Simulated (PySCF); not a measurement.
C₅H₁₀F₃PSi

Input

```
{"job": {"kind": "nmr", "xc": "PBE0", "basis": "pcSseg-1"}, "charge": 0, "multiplicity": 1}
C      2.692602    -0.758688    -0.364309
P      0.993737    -0.580922    -1.072590
C     -0.040958    -1.564580     0.142929
C     -0.819990    -0.300805     0.556506
Si    -2.485730    -0.187290    -0.372057
C      0.268127     0.692036     0.116420
C     -0.139855     1.995459    -0.499472
F     -0.832569     1.858459    -1.640522
F     -0.903017     2.753331     0.312874
F      0.934738     2.748210    -0.805115
H      3.129373    -1.681037    -0.744568
H      3.300470     0.077313    -0.708324
H      2.680160    -0.783377     0.724421
H     -0.639203    -2.365149    -0.289491
H      0.566822    -1.976927     0.950588
H     -1.007443    -0.246278     1.633001
H     -2.265475    -0.435364    -1.794127
H     -3.112545     1.101764    -0.102882
H     -3.286856    -1.271328     0.205684
H      0.962463     0.935852     0.928604
```

Command:

```sh
OMP_NUM_THREADS=1 python probes_run.py task.json out
```

Geometry: GFN2-xTB.

All numbers below come from PBE0/pcSseg-1, SCF density, gas phase, non-relativistic in PySCF 2.14.0.

Q: What can the converged electron density and electron localisation function tell about the bonding?

A: C–P (1.85 Å): the density is about 1.1 e/Å³ at the midpoint; the ELF peaks at about 0.95 between the atoms; a shared electron pair.
C–Si (1.91 Å): ρ is about 0.9 e/Å³ halfway; the ELF peaks at about 0.95 between the atoms (a covalent bond).
C–H (1.09 Å): the density is about 2 e/Å³ at the midpoint; the ELF climbs to about 1 towards the hydrogen, as it does in any bond to H; an ordinary covalent bond to hydrogen.

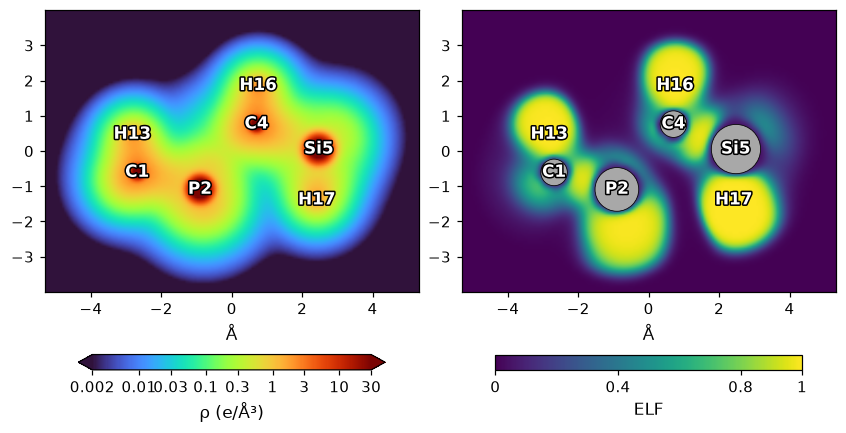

Computed electron density and electron localisation function on the plane of atoms Si5, C4 and H16, in this order. Grey discs cover the atomic cores in the ELF map. 
